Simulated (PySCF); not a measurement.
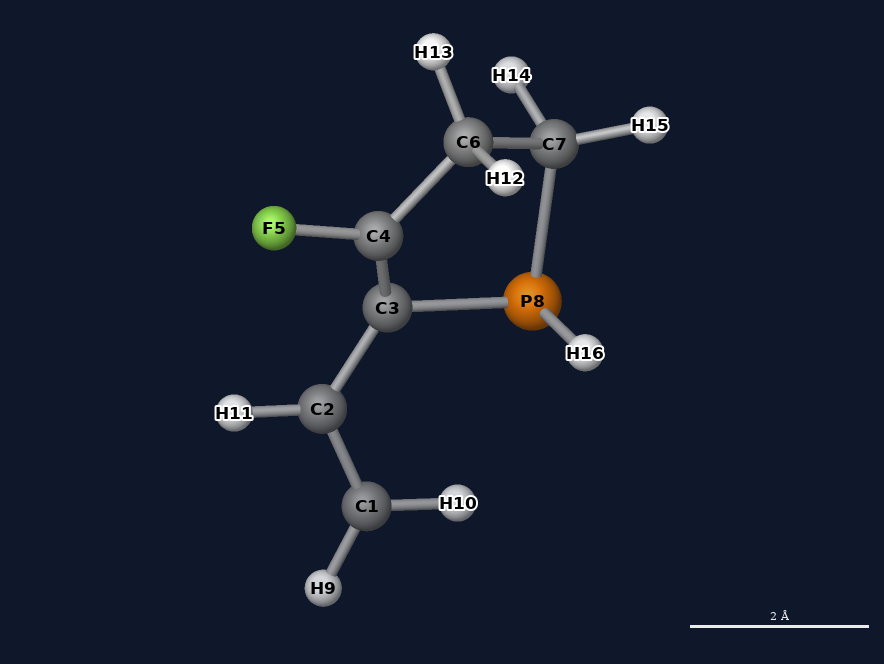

Geometry: a frame of a GFN2-xTB molecular-dynamics simulation, not a minimum.

List the bonds and their lengths.

```json
{"bond": "C1–C2", "length (Å)": "1.319", "order": "double"}
{"bond": "C1–H9", "length (Å)": "1.101", "order": "single"}
{"bond": "C1–H10", "length (Å)": "1.087", "order": "single"}
{"bond": "C2–C3", "length (Å)": "1.393", "order": "single"}
{"bond": "C2–H11", "length (Å)": "1.039", "order": "single"}
{"bond": "C3–C4", "length (Å)": "1.295", "order": "double"}
{"bond": "C3–P8", "length (Å)": "1.778", "order": "single"}
{"bond": "C4–F5", "length (Å)": "1.353", "order": "single"}
{"bond": "C4–C6", "length (Å)": "1.504", "order": "single"}
{"bond": "C6–C7", "length (Å)": "1.572", "order": "single"}
{"bond": "C6–H12", "length (Å)": "1.111", "order": "single"}
{"bond": "C6–H13", "length (Å)": "1.105", "order": "single"}
{"bond": "C7–P8", "length (Å)": "1.965", "order": "single"}
{"bond": "C7–H14", "length (Å)": "1.099", "order": "single"}
{"bond": "C7–H15", "length (Å)": "1.124", "order": "single"}
{"bond": "P8–H16", "length (Å)": "1.376", "order": "single"}
```
